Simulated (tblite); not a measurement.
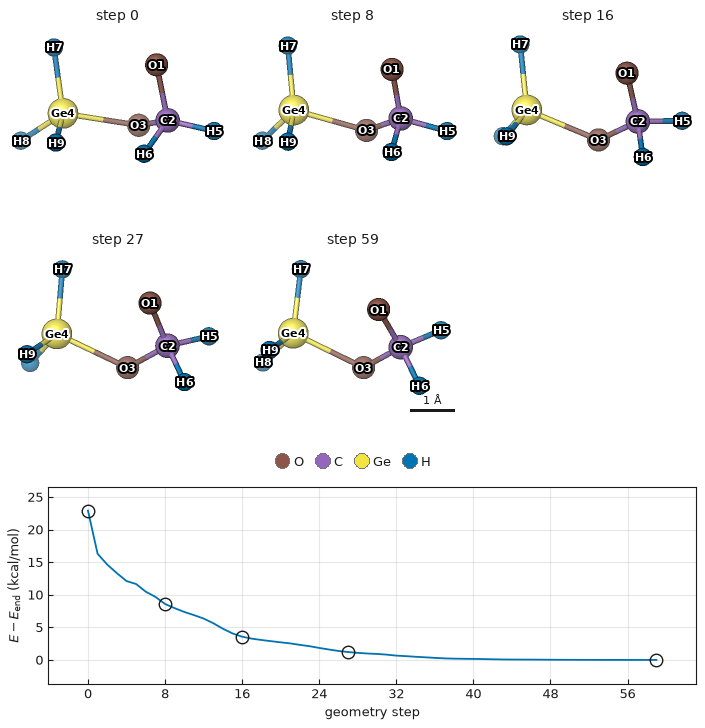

Frames of a relaxation of CH5GeO2 (multiplicity 2), marked on the history of the run. The picture is a ball-and-stick view, seen at a tilt.

All numbers below come from tblite 0.8.0, GFN2-xTB geometry optimisation, gas phase. 

Question: What happens along the run?

Answer: The atom that moves furthest after the best rigid fit is H6 (0.94 Å). By element the largest moves are H 0.94 Å, O 0.67 Å, Ge 0.16 Å, C 0.10 Å. Some distances before and after: O1–Ge4 2.744 → 2.579 Å, O1–C2 1.393 → 1.289 Å, Ge4–H9 1.580 → 1.493 Å, Ge4–H7 1.535 → 1.493 Å. Among the angles between lasting bonds that change: O3–Ge4–H8 113.1° → 97.8°, H5–C2–H6 109.5° → 100.1°, O1–C2–O3 107.5° → 115.5°. Groups turn about C2–O3 by about 65°, O3–Ge4 by about 20°. Over 59 geometry steps the energy falls by 22.9 kcal/mol. From step 0 to 8: H6 moves most (0.32 Å), energy −14.3 kcal/mol. From step 8 to 16: H9 moves most (0.40 Å), energy −5.02 kcal/mol. From step 16 to 27: H atoms move most (0.28 Å), energy −2.35 kcal/mol. From step 27 to 59: O and H atoms move most (0.22 Å), energy −1.21 kcal/mol.

| step | E − E(0), kcal/mol |
| --- | --- |
| 0 | 0.00 |
| 1 | -6.62 |
| 2 | -8.28 |
| 3 | -9.59 |
| 4 | -10.81 |
| 5 | -11.26 |
| 6 | -12.44 |
| 7 | -13.23 |
| 8 | -14.32 |
| 9 | -14.97 |
| 10 | -15.55 |
| 13 | -17.27 |
| 15 | -18.84 |
| 18 | -19.85 |
| 20 | -20.20 |
| 23 | -20.80 |
| 25 | -21.30 |
| 28 | -21.82 |
| 31 | -22.09 |
| 33 | -22.33 |
| 36 | -22.59 |
| 38 | -22.71 |
| 41 | -22.77 |
| 44 | -22.85 |
| 46 | -22.86 |
| 49 | -22.88 |
| 51 | -22.89 |
| 54 | -22.90 |
| 56 | -22.91 |
| 59 | -22.91 |
